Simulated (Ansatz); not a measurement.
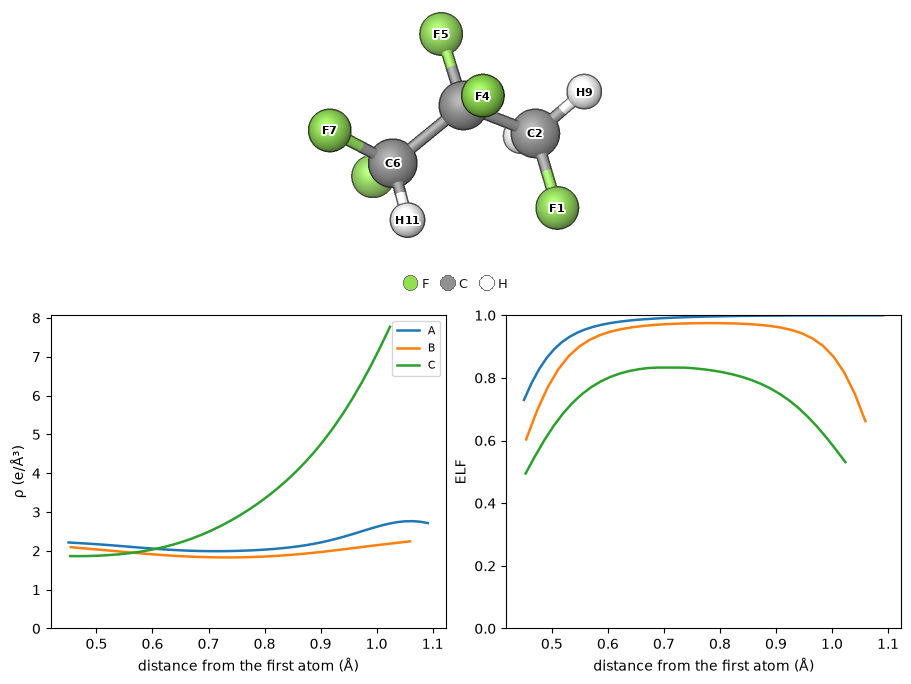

Figure. C3H3F5 (SMILES FCC(F)(F)C(F)F). Total electron density and ELF along straight lines between neighbouring atoms. The curves leave out the atomic cores. The structure is drawn too.

Geometry: PBE0-D4/def2-TZVP.

Method: Ansatz, RKS PBE0-D4/def2-TZVPP.

```yaml
atoms:
  - { symbol: F, position_ang: [0.5603, -1.6912, 0.9186] }
  - { symbol: C, position_ang: [1.0798, -0.7684, 0.0456] }
  - { symbol: C, position_ang: [0.2664, 0.5061, 0.1191] }
  - { symbol: F, position_ang: [0.3962, 1.0704, 1.3407] }
  - { symbol: F, position_ang: [0.7630, 1.3662, -0.7946] }
  - { symbol: C, position_ang: [-1.2308, 0.2995, -0.1291] }
  - { symbol: F, position_ang: [-1.8482, 1.4915, -0.1601] }
  - { symbol: F, position_ang: [-1.3952, -0.2997, -1.3286] }
  - { symbol: H, position_ang: [2.1101, -0.5392, 0.3281] }
  - { symbol: H, position_ang: [1.0422, -1.1691, -0.9690] }
  - { symbol: H, position_ang: [-1.6783, -0.3233, 0.6499] }
```

Q: Which curve belongs to which contact (C–C, C–F and C–H)? The first atom named is at distance zero.

A: Curve A: C–H (1.09 Å): the density is about 2.1 e/Å³ at the midpoint; the ELF climbs to about 1 towards the hydrogen, as it does in any bond to H; a covalent bond by its length. Curve B: C–C (1.51 Å): the density is about 1.8 e/Å³ at the midpoint; the ELF peaks at about 1 between the atoms, as expected for localised, covalent bonding. Curve C: C–F (1.34 Å): the density is about 2.3 e/Å³ at the midpoint, with its minimum of 1.9 e/Å³ about 0.5 Å from C; the ELF peaks at about 0.85 between the atoms: a shared but strongly polarised pair.
